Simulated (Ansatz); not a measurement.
Band structure of ZrGa5Co (P4/mmm, 7 atoms in the cell).

```yaml
crystal:
  lattice:
    - [4.10605, 0.00000, 0.00000]
    - [0.00000, 4.10605, 0.00000]
    - [0.00000, 0.00000, 6.57231]
  atoms:
    - { symbol: Zr, position: [0.00000, 0.00000, 0.00000] }
    - { symbol: Ga, position: [0.00000, 0.50000, 0.30543] }
    - { symbol: Ga, position: [0.00000, 0.50000, 0.69457] }
    - { symbol: Ga, position: [0.50000, 0.00000, 0.30543] }
    - { symbol: Ga, position: [0.50000, 0.00000, 0.69457] }
    - { symbol: Ga, position: [0.50000, 0.50000, 0.00000] }
    - { symbol: Co, position: [0.00000, 0.00000, 0.50000] }
```

Level of theory: PBEsol, PAW files made with PBE (plane waves; Ansatz, a first-principles code).

Settings: kpoints.mp_grid.grid = 5 5 3; hamiltonian.xc = pbesol; hamiltonian.pseudopotentials = {kind: paw} (the program's default PAW files); scf.occupations.method = fermi_dirac; scf.occupations.width = 0.1 eV; kpoints.band_path.npoints = 8.

The starting cell comes from a database of computed structures (which also holds hypothetical and non-ambient phases and stackings), without a prior relaxation at this level. Spin polarisation is off.

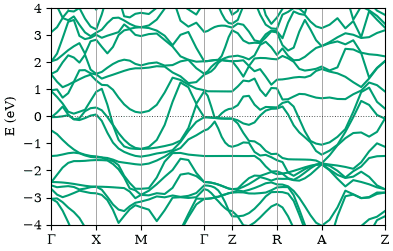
Bands along the path, energies from the Fermi level.

Levels in eV from the Fermi level, bands 44 to 51:
```csv
point,44,45,46,47,48,49,50,51
Γ,-1.47,-0.52,-0.03,-0.03,0.93,0.97,1.54,1.57
X,-1.52,-1.48,0.07,0.33,0.91,1.32,1.55,1.57
M,-2.68,-1.79,-1.49,-1.20,-1.20,0.14,1.78,1.88
Z,-1.46,-1.12,-0.08,-0.08,0.29,0.92,2.04,2.04
R,-2.03,-1.62,-1.38,0.29,0.33,1.03,1.36,2.11
A,-1.77,-1.74,-1.74,-1.42,-1.05,0.67,1.75,1.84
```

Bands cross the Fermi level along this path, so the cell is metallic at this level.

Keys are those of Ansatz 0.2.
